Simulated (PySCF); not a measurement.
Vertical excitations of a molecule C2H8BNO from PySCF with TDA-B3LYP/def2-SVPD, as energy in eV (oscillator strength): 6.25 (0.006), 7.03 (0.021), 7.20 (0.000), 7.44 (0.204), 7.81 (0.000), 7.88 (0.011), 8.00 (0.003), 8.18 (0.004), 8.27 (0.012), 8.28 (0.020). Lowest triplet (TDA): 6.05 eV. Geometry: PBE-D3(BJ)/def2-SVP. One conformer was computed; it need not be the lowest.

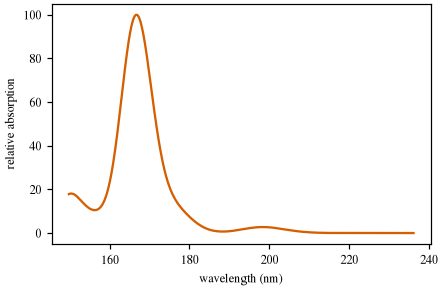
The lines broadened by 0.4 eV.

### Question
Identify the compound among the candidates.
(A) COB(C)N
(B) CCB(N)O
(C) CNBOC
(D) CNB(C)O

### Answer
C, CNBOC
